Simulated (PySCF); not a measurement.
# [Yb(NH2)4]−: other functionals and bases at one geometry

How far do other levels of theory move the description of [Yb(NH2)4]−, and what does each cost? It is a constructed species; whether it can be made isn't addressed.

Program: PySCF 2.14.0. Level of theory: several levels, as the steps say, no spin–orbit coupling. These are calculated values, not measurements.

1 further run of the same task is left out (for a known fault of the program).

### Step 1. The system as given

13 atoms, charge -1, spin multiplicity 1.

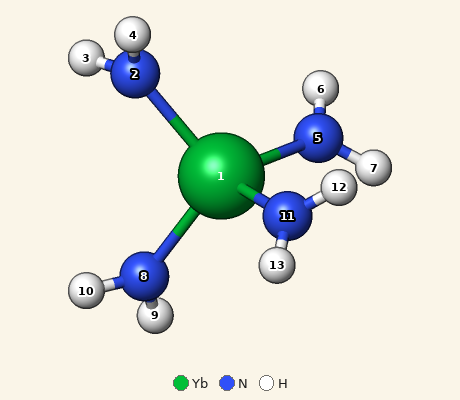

The geometry (ytterbium green, nitrogen blue, hydrogen white); atoms are numbered from 1 in the order of the file.

Coordinates:

```xyz
13
H8N4Yb
Yb    0.0000    0.0000    0.0000
N     1.3343    1.3070    1.1742
H     2.2063    0.9960    1.6033
H     1.2665    2.3043    1.3736
N    -1.3342   -1.1743    1.3071
H    -1.2668   -1.3733    2.3042
H    -2.2062   -1.6034    0.9961
N     1.3343   -1.3070   -1.1742
H     1.2665   -2.3043   -1.3736
H     2.2063   -0.9960   -1.6033
N    -1.3342    1.1743   -1.3071
H    -2.2062    1.6034   -0.9961
H    -1.2668    1.3733   -2.3042
```

Formal oxidation states: Yb +3. Each metal's 13 4f electrons lie in its core potential, so multiplicities, spins and levels count the valence alone. An earlier session relaxed this geometry at PBE0, Yb lcecp-1-SVP with ECP59, N def2-SVP, H def2-SVP (singlet, point group S4).

At PBE0 on the finer grid: E = -262.951414 Eh, HOMO -1.13 eV, LUMO 4.27 eV, Mulliken charge on Yb1 +0.59 e, largest force component 0.011 eV/Å. 

Levels to run: r2SCAN; HF; PBE0, TZVP. Hardware: 2 threads of Intel Xeon 6975P-C (Granite Rapids), shared host.

### Step 2. r2SCAN

The input, run.py (the lines that set the calculation):

```python
mol = gto.M(atom='''
Yb     0.00003     0.00000     0.00000
N      1.33431     1.30704     1.17423
H      2.20634     0.99596     1.60334
H      1.26653     2.30432     1.37357
N     -1.33418    -1.17426     1.30708
H     -1.26684    -1.37331     2.30421
H     -2.20617    -1.60340     0.99608
N      1.33431    -1.30704    -1.17423
H      1.26653    -2.30432    -1.37357
H      2.20634    -0.99596    -1.60334
N     -1.33418     1.17426    -1.30708
H     -2.20617     1.60340    -0.99608
H     -1.26684     1.37331    -2.30421''',
    basis={'Yb': 'lcecp-1-SVP', 'N': 'def2-SVP', 'H': 'def2-SVP'},
    ecp={'Yb': 'lcecp-1-SVP'},
    charge=-1, spin=0)
mf = dft.RKS(mol, xc='R2SCAN')
mf.grids.atom_grid = (75, 302)  # f atoms: unpruned, at least (60, 302)
mf = mf.density_fit()  # fitting sets: Yb AutoAux, N def2-universal-JKFIT, H def2-universal-JKFIT
mf.conv_tol = 1e-08; mf.max_cycle = 55
mf.kernel(dm0)  # dm0: the density of the relaxed state
```

Command:

```console
> OMP_NUM_THREADS=2 python run.py
```

Log:

```text
init E= -263.109297473336
  HOMO = -0.000740846774205884  LUMO = 0.152410444837274  gap/eV = 4.16746
cycle= 1 E= -263.110305176854  delta_E= -0.00101  |g|= 0.0129  |ddm|= 0.11
  HOMO = -0.00131458519026933  LUMO = 0.152194899488586  gap/eV = 4.17721
cycle= 2 E= -263.110277788986  delta_E= 2.74e-05  |g|= 0.0158  |ddm|= 0.0425
  HOMO = -0.000898085452647565  LUMO = 0.152063025959908  gap/eV = 4.16228
cycle= 3 E= -263.110349079926  delta_E= -7.13e-05  |g|= 0.00422  |ddm|= 0.0215
  HOMO = -0.00127304464569747  LUMO = 0.151945219124793  gap/eV = 4.16928
cycle= 4 E= -263.110353052573  delta_E= -3.97e-06  |g|= 0.000523  |ddm|= 0.00459
  HOMO = -0.00121570074389159  LUMO = 0.151973875592896  gap/eV = 4.16850
cycle= 5 E= -263.110353138121  delta_E= -8.55e-08  |g|= 3.15e-05  |ddm|= 0.000762
  HOMO = -0.00121253587222298  LUMO = 0.151974732955637  gap/eV = 4.16844
cycle= 6 E= -263.110353138422  delta_E= -3e-10  |g|= 7.06e-06  |ddm|= 7.2e-05
  HOMO = -0.00121379293886863  LUMO = 0.151973887324115  gap/eV = 4.16845
Extra cycle  E= -263.110353138428  delta_E= -6.71e-12  |g|= 5.96e-06  |ddm|= 2.38e-05
converged SCF energy = -263.110353138428
```

Wall time 16 s (2 threads of Intel Xeon 6975P-C (Granite Rapids), shared host).

It gives: E = -263.110353 Eh, HOMO -0.03 eV, LUMO 4.14 eV, Mulliken charge on Yb1 +0.55 e, largest force component 0.098 eV/Å. 

### Step 3. HF

run.py (the lines that set the calculation), as its differences from that of step 2:

```diff
@@ -17,4 +17,3 @@
     charge=-1, spin=0)
-mf = dft.RKS(mol, xc='R2SCAN')
-mf.grids.atom_grid = (75, 302)  # f atoms: unpruned, at least (60, 302)
+mf = scf.RHF(mol)
 mf = mf.density_fit()  # fitting sets: Yb AutoAux, N def2-universal-JKFIT, H def2-universal-JKFIT
```

Command:

```console
> OMP_NUM_THREADS=2 python run.py
```

Log:

```text
init E= -261.371996679341
  HOMO = -0.163946106278713  LUMO = 0.232407325445855  gap/eV = 10.78533
cycle= 1 E= -261.395831617167  delta_E= -0.0238  |g|= 0.0556  |ddm|= 0.466
  HOMO = -0.1716574207274  LUMO = 0.230702354526736  gap/eV = 10.94877
cycle= 2 E= -261.397026018446  delta_E= -0.00119  |g|= 0.0172  |ddm|= 0.114
  HOMO = -0.167855884613013  LUMO = 0.231987582509092  gap/eV = 10.88029
cycle= 3 E= -261.397131633437  delta_E= -0.000106  |g|= 0.00654  |ddm|= 0.0244
  HOMO = -0.169380625225536  LUMO = 0.231800370412611  gap/eV = 10.91669
cycle= 4 E= -261.397151079396  delta_E= -1.94e-05  |g|= 0.00229  |ddm|= 0.0118
  HOMO = -0.169349502461508  LUMO = 0.231805963476827  gap/eV = 10.91600
cycle= 5 E= -261.397153769935  delta_E= -2.69e-06  |g|= 0.000641  |ddm|= 0.00414
  HOMO = -0.169424922756799  LUMO = 0.231825434089709  gap/eV = 10.91858
cycle= 6 E= -261.397154184739  delta_E= -4.15e-07  |g|= 0.000117  |ddm|= 0.00184
  HOMO = -0.169440556987033  LUMO = 0.231823734495917  gap/eV = 10.91896
cycle= 7 E= -261.397154195793  delta_E= -1.11e-08  |g|= 2.04e-05  |ddm|= 0.000292
  HOMO = -0.169442962536192  LUMO = 0.231823126358455  gap/eV = 10.91901
cycle= 8 E= -261.397154196127  delta_E= -3.35e-10  |g|= 4.8e-06  |ddm|= 5.57e-05
  HOMO = -0.169443299693109  LUMO = 0.231823027554304  gap/eV = 10.91901
Extra cycle  E= -261.397154196148  delta_E= -2.01e-11  |g|= 2.27e-06  |ddm|= 1.18e-05
converged SCF energy = -261.397154196148
```

Wall time 3.6 s (2 threads of Intel Xeon 6975P-C (Granite Rapids), shared host).

It gives: E = -261.397154 Eh, HOMO -4.61 eV, LUMO 6.31 eV, Mulliken charge on Yb1 +1.17 e, largest force component 0.742 eV/Å. 

### Step 4. PBE0, TZVP

Basis: Yb lcecp-1-TZVP with ECP59, N def2-TZVP, H def2-TZVP. 

run.py (the lines that set the calculation), as its differences from that of step 3:

```diff
@@ -14,8 +14,9 @@
 H     -1.26684     1.37331    -2.30421''',
-    basis={'Yb': 'lcecp-1-SVP', 'N': 'def2-SVP', 'H': 'def2-SVP'},
-    ecp={'Yb': 'lcecp-1-SVP'},
+    basis={'Yb': 'lcecp-1-TZVP', 'N': 'def2-TZVP', 'H': 'def2-TZVP'},
+    ecp={'Yb': 'lcecp-1-TZVP'},
     charge=-1, spin=0)
-mf = scf.RHF(mol)
+mf = dft.RKS(mol, xc='PBE0')
+mf.grids.atom_grid = (75, 302)  # f atoms: unpruned, at least (60, 302)
 mf = mf.density_fit()  # fitting sets: Yb AutoAux, N def2-universal-JKFIT, H def2-universal-JKFIT
 mf.conv_tol = 1e-08; mf.max_cycle = 55
-mf.kernel(dm0)  # dm0: the density of the relaxed state
+mf.kernel(dm0)  # dm0: free metal ions and neutral atoms
```

Command:

```console
> OMP_NUM_THREADS=2 python run.py
```

Log:

```text
init E= -269.367757586924
  HOMO = -0.0147739558959043  LUMO = 0.120614057270632  gap/eV = 3.68410
cycle= 1 E= -262.969972643263  delta_E=  6.4  |g|= 1.22  |ddm|= 2.89
  HOMO = -0.131923752128954  LUMO = 0.139953127430729  gap/eV = 7.39815
cycle= 2 E= -262.813060843661  delta_E= 0.157  |g|= 1.41  |ddm|= 1.47
  HOMO = -0.0268439008138809  LUMO = 0.153312640663636  gap/eV = 4.90231
cycle= 3 E= -263.207755455492  delta_E= -0.395  |g|= 0.243  |ddm|= 0.924
  HOMO = -0.0579495480846285  LUMO = 0.14340808585372  gap/eV = 5.47922
cycle= 4 E= -263.220132068934  delta_E= -0.0124  |g|= 0.0668  |ddm|= 0.309
  HOMO = -0.0526752670497245  LUMO = 0.146146508570832  gap/eV = 5.41022
cycle= 5 E= -263.221435055959  delta_E= -0.0013  |g|= 0.00568  |ddm|= 0.0919
  HOMO = -0.052434411233087  LUMO = 0.146276089648843  gap/eV = 5.40719
cycle= 6 E= -263.221443032401  delta_E= -7.98e-06  |g|= 0.000704  |ddm|= 0.00683
  HOMO = -0.0524020474914074  LUMO = 0.146302806338529  gap/eV = 5.40703
cycle= 7 E= -263.221443154353  delta_E= -1.22e-07  |g|= 0.000158  |ddm|= 0.000912
  HOMO = -0.0524125435130853  LUMO = 0.146299550187393  gap/eV = 5.40723
cycle= 8 E= -263.221443160173  delta_E= -5.82e-09  |g|= 0.000113  |ddm|= 0.000255
  HOMO = -0.0524173908079442  LUMO = 0.146299629589951  gap/eV = 5.40737
cycle= 9 E= -263.221443162802  delta_E= -2.63e-09  |g|= 2.71e-05  |ddm|= 8.58e-05
  HOMO = -0.052413970742516  LUMO = 0.146300459771512  gap/eV = 5.40730
Extra cycle  E= -263.221443162606  delta_E= 1.96e-10  |g|= 4.12e-05  |ddm|= 4.41e-05
converged SCF energy = -263.221443162606
```

Run time: 37 s. Hardware: 2 threads of Intel Xeon 6975P-C (Granite Rapids), shared host.

It gives: E = -263.221443 Eh, HOMO -1.43 eV, LUMO 3.98 eV, Mulliken charge on Yb1 +1.43 e, largest force component 0.299 eV/Å. 

### Step 5. Results

| level | state | HOMO (eV) | gap (eV) | charge on Yb1 (e) | dipole (D) | largest force (eV/Å) | basis functions | time |
| --- | --- | --- | --- | --- | --- | --- | --- | --- |
| PBE0 (relaxed here) | singlet | -1.13 | 5.40 | 0.59 | 0.00 | 0.01 | 129 | 29 s |
| r2SCAN | singlet | -0.03 | 4.17 | 0.55 | 0.00 | 0.10 | 129 | 16 s |
| HF | singlet | -4.61 | 10.92 | 1.17 | 0.00 | 0.74 | 129 | 3.6 s |
| PBE0, TZVP | singlet | -1.43 | 5.41 | 1.43 | 0.00 | 0.30 | 219 | 37 s |

Times are on 2 threads of Intel Xeon 6975P-C (Granite Rapids), shared host; the first row also made further properties. The dipole of a charged species depends on the origin, so these sizes hold for this origin alone.

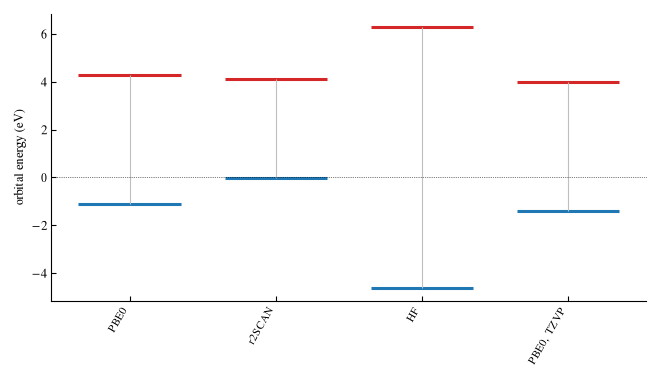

Highest filled and lowest empty level, method by method.

In one basis the HOMO–LUMO gap runs from 4.17 eV (r2SCAN) to 10.92 eV (HF). The largest leftover force, 0.74 eV/Å with HF, stands at a geometry relaxed at another level. The Mulliken charge on Yb spans +0.55 to +1.43 e over the levels. With 4f in the core, its levels are missing from HOMO and gap. Total energies of different levels can't be compared. Spin–orbit coupling is left out throughout.
